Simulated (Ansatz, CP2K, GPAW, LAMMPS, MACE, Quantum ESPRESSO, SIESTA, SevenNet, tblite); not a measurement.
**Amorphous 29Ga2O3-71GeO2 (mol %) (86 atoms), the geometry as built**

86 atoms (14 Fe, 17 Ge, 55 O) placed at random at 3.74 g/cm³, melted at 5000 K for 10 ps at fixed volume with the Morse and Coulomb pair potential with partial charges (Pedone, Malavasi, Menziani, Cormack and Segre, J. Phys. Chem. B 110, 11780 (2006)). Quenched from 5000 K to 300 K at 100 K/ps and fixed volume, held 5 ps, then minimised at fixed cell. Then Fe was replaced by Ga and the cell scaled by 1.006 (the potential has no terms for the new elements, so the cell is a start for a DFT relaxation).

Calculated values (CP2K 2026.2, Kohn-Sham DFT, PBE, GTH-PBE pseudopotentials, Gaussian and plane waves, DZVP-MOLOPT-SR-GTH, diagonalisation; 600/50 Ry; levels smeared at 580 K; Γ point; density 3.92 g/cm³) for the geometry as built.

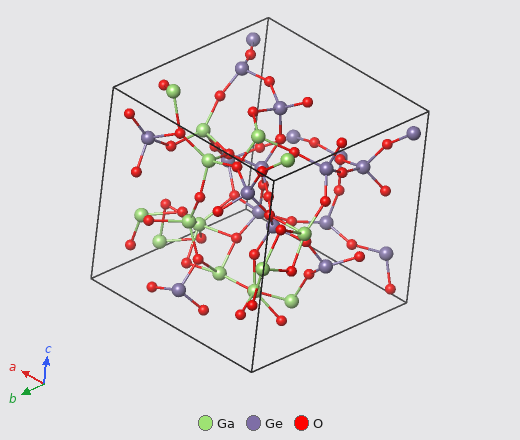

The structure (gallium green, germanium purple, oxygen red). Some periodic images of atoms are drawn too.

Cell vectors (Å):

```
10.944 0.000 0.000
0.000 10.944 0.000
0.000 0.000 10.944
```

Positions in Å, forces in eV/Å, q the Mulliken charge in e:

```tsv
atom	x	y	z	q	fx	fy	fz
Ga1	9.223	5.884	7.490	0.84	-0.216	-1.303	-0.062
Ga2	0.419	10.528	5.546	0.80	0.761	-0.073	0.626
Ga3	10.883	6.227	0.433	0.80	0.659	-0.235	-0.182
Ga4	4.352	7.411	10.070	0.69	0.198	-0.553	-0.285
Ga5	6.214	6.941	1.160	0.79	0.603	0.369	-0.346
Ga6	8.750	5.935	2.359	0.81	-0.344	0.500	-0.179
Ga7	10.066	8.764	3.271	0.84	-0.093	-0.336	-0.168
Ga8	6.784	8.053	7.733	0.84	-0.038	0.170	-1.498
Ga9	3.036	7.879	2.047	0.80	-0.712	-0.296	0.708
Ga10	2.893	5.202	0.565	0.79	-0.051	-0.016	-0.662
Ga11	1.060	8.861	10.856	0.80	-0.079	-0.979	0.586
Ga12	7.212	8.512	4.212	0.77	-0.003	0.694	0.625
Ga13	8.963	8.750	10.883	0.80	-0.807	-0.478	1.510
Ga14	0.529	7.586	6.436	0.73	-0.497	0.778	0.958
Ge15	10.928	0.962	10.049	1.52	0.296	1.081	-1.048
Ge16	5.731	4.413	9.925	1.49	-0.099	1.192	0.277
Ge17	1.652	5.203	8.742	1.51	0.962	0.657	0.112
Ge18	8.972	3.827	10.387	1.51	-0.467	0.569	-1.391
Ge19	3.209	6.862	5.291	1.50	0.937	-0.731	-1.172
Ge20	3.337	8.888	7.876	1.54	0.541	0.649	0.313
Ge21	2.037	2.035	7.498	1.45	-0.770	-0.777	0.126
Ge22	1.524	0.172	2.130	1.52	0.446	-0.492	1.073
Ge23	9.474	3.488	4.782	1.47	-0.539	0.810	1.509
Ge24	6.189	9.855	1.279	1.43	0.448	-0.520	-0.002
Ge25	0.990	5.178	3.476	1.48	0.062	0.248	-0.729
Ge26	6.537	4.145	3.503	1.50	-0.451	0.082	0.707
Ge27	4.500	1.415	2.890	1.49	0.522	-1.027	0.920
Ge28	5.859	5.124	6.700	1.49	-0.122	0.510	-0.117
Ge29	4.746	0.651	6.237	1.47	-0.061	-0.133	-0.617
Ge30	8.156	0.352	5.620	1.45	-0.685	-0.660	-0.497
Ge31	9.729	9.336	8.052	1.52	-0.133	0.187	-0.830
O32	3.724	1.836	7.033	-0.71	0.956	1.328	0.547
O33	6.603	8.611	5.929	-0.53	-0.245	-0.007	0.559
O34	4.190	6.706	1.081	-0.54	-0.269	0.276	-0.059
O35	6.254	8.610	2.551	-0.65	-0.362	-1.440	1.441
O36	3.076	6.081	9.303	-0.66	1.323	0.407	0.516
O37	5.385	0.261	1.929	-0.73	-0.211	1.285	-0.176
O38	8.381	10.150	4.292	-0.68	-0.182	-0.647	-1.154
O39	0.502	9.412	7.345	-0.65	0.687	-0.328	-0.675
O40	3.511	7.663	3.828	-0.60	0.736	1.065	-1.212
O41	9.562	7.755	7.091	-0.61	0.357	-2.119	-0.669
O42	9.835	2.307	10.211	-0.74	-0.423	-0.377	0.177
O43	4.886	8.116	8.327	-0.63	1.097	-0.708	0.592
O44	2.227	4.920	2.334	-0.64	1.548	-0.724	-0.973
O45	6.307	4.332	5.220	-0.73	0.023	-0.958	0.556
O46	7.227	3.707	10.459	-0.75	-0.351	-1.530	0.915
O47	9.191	10.540	6.806	-0.73	0.916	0.824	0.230
O48	1.881	3.730	7.876	-0.72	0.468	-0.510	-0.986
O49	2.596	8.880	9.462	-0.63	-0.130	0.031	0.879
O50	2.837	1.276	2.407	-0.72	0.139	1.818	-0.257
O51	10.799	6.198	2.603	-0.67	-1.830	0.952	-1.140
O52	3.946	10.242	7.012	-0.72	-0.108	0.124	-0.302
O53	6.574	5.564	2.503	-0.66	0.601	0.674	-0.593
O54	1.265	1.336	8.930	-0.73	0.463	-0.400	0.902
O55	4.464	0.793	4.530	-0.72	-0.600	-0.338	-0.228
O56	2.638	7.896	6.590	-0.74	-1.799	0.031	-0.226
O57	9.469	4.814	0.798	-0.63	0.950	0.724	1.535
O58	5.482	2.875	3.007	-0.73	-0.498	-0.093	-0.783
O59	5.580	4.296	8.193	-0.72	-0.693	-1.502	-1.108
O60	1.109	4.920	10.388	-0.65	-0.721	-0.491	2.034
O61	6.523	0.636	6.194	-0.73	-0.347	0.528	1.147
O62	8.635	7.415	3.660	-0.53	0.874	0.278	-0.133
O63	10.244	10.336	9.548	-0.75	-0.341	-0.559	1.015
O64	5.349	8.819	0.165	-0.66	-0.853	-1.268	-1.066
O65	9.408	4.663	6.029	-0.64	-0.204	0.888	1.079
O66	8.160	8.822	8.893	-0.64	-0.584	0.126	0.504
O67	9.270	4.875	9.061	-0.63	0.515	0.914	-1.445
O68	0.665	6.153	7.710	-0.64	-1.551	0.937	-1.406
O69	0.046	3.849	4.017	-0.71	0.669	-1.884	-0.224
O70	1.714	6.028	4.842	-0.74	-1.032	-0.217	1.742
O71	7.780	10.022	0.734	-0.61	1.775	0.888	-0.846
O72	0.212	8.602	4.825	-0.51	0.213	0.817	0.044
O73	4.315	4.076	10.834	-0.64	-1.236	-1.200	0.961
O74	0.542	10.842	3.529	-0.66	-1.087	-0.110	1.064
O75	10.441	8.891	1.424	-0.56	-0.380	0.257	-0.133
O76	5.958	6.143	10.227	-0.65	-0.059	2.311	0.416
O77	8.172	7.202	0.887	-0.56	-0.668	-0.669	0.266
O78	10.528	7.685	10.085	-0.54	0.088	0.669	0.651
O79	7.141	6.187	7.255	-0.66	1.399	1.302	0.504
O80	1.702	7.175	0.749	-0.57	0.056	0.279	0.228
O81	8.916	1.885	5.197	-0.75	0.415	0.007	-0.101
O82	1.167	1.182	6.251	-0.61	-0.837	-0.520	-1.545
O83	0.722	0.486	0.610	-0.73	0.048	-0.223	-0.019
O84	4.475	5.986	6.044	-0.73	-0.362	-0.052	0.224
O85	8.318	4.039	3.524	-0.73	0.416	0.291	-1.629
O86	2.294	9.589	1.679	-0.64	0.423	-1.132	-1.267
```

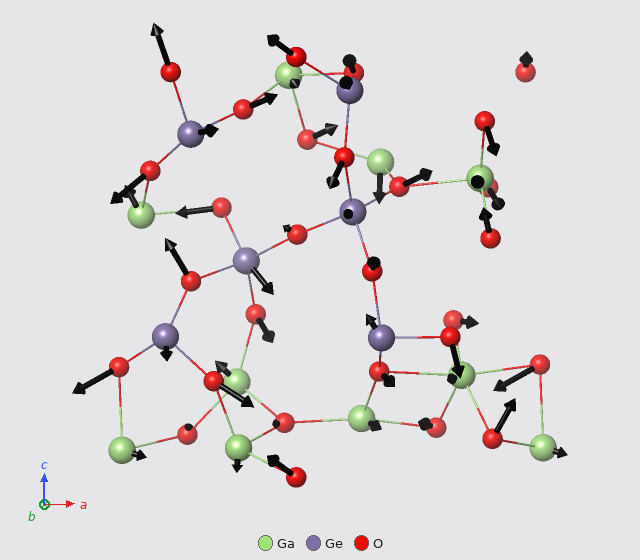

The forces as arrows, the longest 2.36 eV/Å. Drawn is a slice 4 Å thick, seen along the normal of the ac plane. Bonds to atoms that aren't drawn are left out.

The quench rate of 100 K/ps is many orders above laboratory rates, so the cell is likely richer in defects and strain than a real sample. The network of bonds at the start is that of the classical potential that made the cell, and needn't be the one that DFT or experiment would give. Only the Γ point is sampled, in a cell whose shortest periodic width is 11 Å.

The r.m.s. force component is 0.801 eV/Å; the longest force, 2.36 eV/Å, acts on O51.

[Logs are printed without paths, hosts, clocks, repeated set-up lines and the standing remarks that a program may print on its own settings, such as how far it seeks lower states.]

[Hosts, paths, dates, database ids (printed as entryN), source tags and the programs' standing remarks are cut or masked in the printed files.]
